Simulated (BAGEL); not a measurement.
**HF/3-21G (density fitting with qzvpp-jkfit) run of GeH2S (SMILES [SH][GeH])**

Aim: the vertical ionisation energy of GeH2S at HF/3-21G (density fitting with qzvpp-jkfit), from 2 runs. 

The calculation is run with BAGEL 1.2.2.

3 further runs of the same task are left out: 2 that didn't finish, 1 set aside as unsound or not needed.

### Step 1. The system as given

GeH2S: 4 atoms, total charge 0, spin state singlet. SMILES: `[SH][GeH]`. The coordinates come from a PBE0-D4/def2-TZVP relaxation.

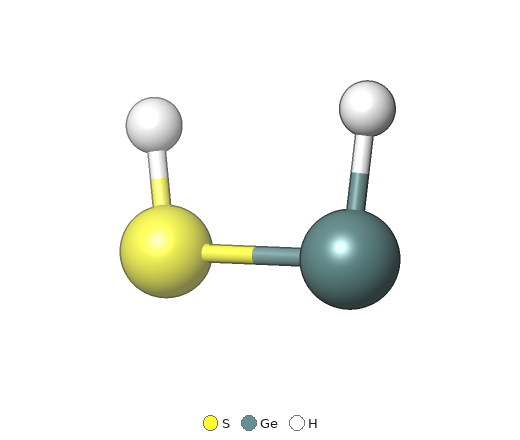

Viewed from a chosen angle; sulfur yellow, germanium teal, hydrogen white.

### Step 2. A single-point energy at HF/3-21G (density fitting with qzvpp-jkfit)

File hf.json:

```json
{ "bagel" : [

{
  "title" : "molecule",
  "basis" : "3-21g",
  "df_basis" : "qzvpp-jkfit",
  "angstrom" : true,
  "geometry" : [
    { "atom" : "S", "xyz" : [      -0.443300,      -1.201800,       0.271700 ] },
    { "atom" : "Ge", "xyz" : [      -0.841700,       0.737900,      -0.743600 ] },
    { "atom" : "H", "xyz" : [       0.779200,      -0.962100,       0.771200 ] },
    { "atom" : "H", "xyz" : [       0.561200,       1.365900,      -0.319400 ] }
  ]
},

{
  "title" : "hf"
},

{
  "title" : "print",
  "file" : "orbitals.molden",
  "orbitals" : true
}

]}
```

Started as:

```
$ BAGEL_NUM_THREADS=1 BAGEL hf.json > hf.out
```

What it wrote:

```text
* using 1 threads per process

  ===============================================================
  ===============================================================

  *** Geometry ***

  { "atom" : "S", "xyz" : [     -0.837716,     -2.271073,      0.513439 ] },
  { "atom" : "Ge", "xyz" : [     -1.590582,      1.394429,     -1.405200 ] },
  { "atom" : "H", "xyz" : [      1.472475,     -1.818106,      1.457357 ] },
  { "atom" : "H", "xyz" : [      1.060514,      2.581177,     -0.603579 ] },

  Number of auxiliary basis functions:      430

  Since a DF basis is specified, we compute 2- and 3-index integrals:
    o Being stored without compression. Storage requirement is 0.005 GB

  Number of basis functions:       39
  Number of electrons      :       50

    * METHOD: MOLECULE                             0.10

  *** RHF ***

  === Nuclear Repulsion ===
   147.9479275507

      * DIIS with orbital gradients will be used.

  === RHF iteration (3-21g) ===
      0      -2462.01723695          0.00921805           0.02
      1      -2462.04298346          0.00315270           0.02
      2      -2462.04614067          0.00074019           0.02
      3      -2462.04644442          0.00016214           0.02
      4      -2462.04646993          0.00004591           0.02
      5      -2462.04647175          0.00001289           0.02
      6      -2462.04647188          0.00000324           0.02
      7      -2462.04647188          0.00000093           0.02
      8      -2462.04647189          0.00000021           0.02
      9      -2462.04647189          0.00000007           0.02
     10      -2462.04647189          0.00000002           0.02
     11      -2462.04647189          0.00000001           0.02
    * SCF iteration converged.

    * Permanent dipole moment:
           (   -0.478008,    -0.804095,     0.104818) a.u.

    * METHOD: HF                                   0.35

    * METHOD: PRINT                                0.00

  ===============================================================
```

It took 0.6 s on 1 thread of Arm Neoverse V2, shared host; peak memory 0.14 GiB.

### Step 3. The doublet cation at the same level

File input.json:

```json
{ "bagel" : [

{
  "title" : "molecule",
  "basis" : "3-21g",
  "df_basis" : "qzvpp-jkfit",
  "angstrom" : true,
  "geometry" : [
    { "atom" : "S", "xyz" : [   -0.443300,   -1.201800,    0.271700 ] },
    { "atom" : "Ge", "xyz" : [   -0.841700,    0.737900,   -0.743600 ] },
    { "atom" : "H", "xyz" : [    0.779200,   -0.962100,    0.771200 ] },
    { "atom" : "H", "xyz" : [    0.561200,    1.365900,   -0.319400 ] }
  ]
},
{ "title" : "uhf", "charge" : 1, "nopen" : 1 },
{ "title" : "print", "file" : "orbitals.molden", "orbitals" : true }

]}
```

Started as:

```
$ BAGEL_NUM_THREADS=1 BAGEL input.json > input.out
```

What it wrote:

```text
* using 1 threads per process

  ===============================================================
  ===============================================================

  *** Geometry ***

  { "atom" : "S", "xyz" : [     -0.837716,     -2.271073,      0.513439 ] },
  { "atom" : "Ge", "xyz" : [     -1.590582,      1.394429,     -1.405200 ] },
  { "atom" : "H", "xyz" : [      1.472475,     -1.818106,      1.457357 ] },
  { "atom" : "H", "xyz" : [      1.060514,      2.581177,     -0.603579 ] },

  Number of auxiliary basis functions:      430

  Since a DF basis is specified, we compute 2- and 3-index integrals:
    o Being stored without compression. Storage requirement is 0.005 GB

  Number of basis functions:       39
  Number of electrons      :       50

    * METHOD: MOLECULE                             0.10

  *** Open-shell HF ***

  === Nuclear Repulsion ===
   147.9479275507

      * DIIS with orbital gradients will be used.

  === UHF iteration (3-21g) ===
      0      -2461.65211667          0.02392550           0.04
      1      -2461.71478132          0.01111358           0.04
      2      -2461.72288649          0.00529337           0.04
      3      -2461.72522557          0.00109749           0.04
      4      -2461.72556377          0.00034973           0.04
      5      -2461.72562260          0.00011684           0.04
      6      -2461.72564613          0.00006190           0.04
      7      -2461.72565653          0.00004648           0.04
      8      -2461.72566400          0.00002924           0.04
      9      -2461.72566600          0.00000815           0.04
     10      -2461.72566605          0.00000233           0.04
     11      -2461.72566605          0.00000079           0.04
     12      -2461.72566605          0.00000034           0.04
     13      -2461.72566605          0.00000014           0.04
     14      -2461.72566605          0.00000009           0.04
     15      -2461.72566605          0.00000003           0.04
     16      -2461.72566605          0.00000002           0.04
     17      -2461.72566605          0.00000002           0.04
     18      -2461.72566605          0.00000002           0.04
     19      -2461.72566605          0.00000001           0.04
    * SCF iteration converged.

    * S^2 (UHF) is 0.7697

    * Permanent dipole moment:
           (   -0.203434,    -1.405557,     0.493870) a.u.

    * METHOD: UHF                                  0.86

    * METHOD: PRINT                                0.00

  ===============================================================
```

Wall time 1.1 s (1 thread of Arm Neoverse V2, shared host); peak memory 0.14 GiB.

### Step 4. What came out

At HF/3-21G (density fitting with qzvpp-jkfit):

| quantity | value |
| --- | --- |
| singlet GeH2S: total energy | -2462.04647 Eh |
| singlet GeH2S: dipole moment | 2.39 D |
| singlet GeH2S: HOMO energy | -9.51 eV |
| singlet GeH2S: LUMO energy | 0.18 eV |
| singlet GeH2S: HOMO–LUMO gap | 9.69 eV |
| doublet cation: total energy | -2461.72567 Eh |
| doublet cation: ⟨S²⟩ | 0.770 |
| vertical ionisation energy (to the doublet cation) | 8.730 eV |

What this shows: The vertical ionisation energy comes to 8.73 eV (201 kcal/mol). −ε(HOMO) before ionisation, 9.51 eV, is 0.78 eV above this ionisation energy.
